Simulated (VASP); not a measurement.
Energy against volume of BaHfO3 (cubic perovskite). Method: PBE GGA with D3 dispersion (Becke-Johnson damping), VASP's PBE PAW potentials (set 64) (plane waves; VASP).

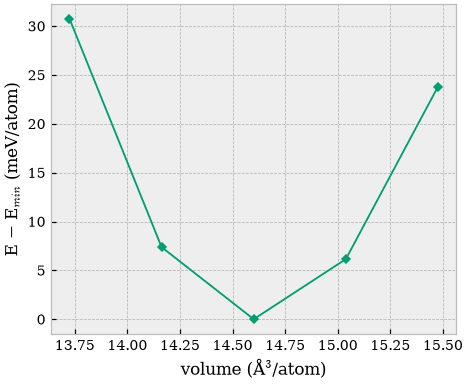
Fig. 1. Energy against volume

Q: Estimate the equilibrium volume and the bulk modulus.

A: The minimum lies near 14.6 Å³/atom, and the curvature gives B0 of about 160 GPa.

Measured: a 4.171 Å (computed value off by +0.2 %), as given by Zhao et al., (2008), arXiv:0809.3506. The calculation is for a static lattice, while the measured a holds thermal and zero-point effects, which are part of the difference.

The compound is BaHfO3 in the cubic perovskite structure. It was relaxed first.
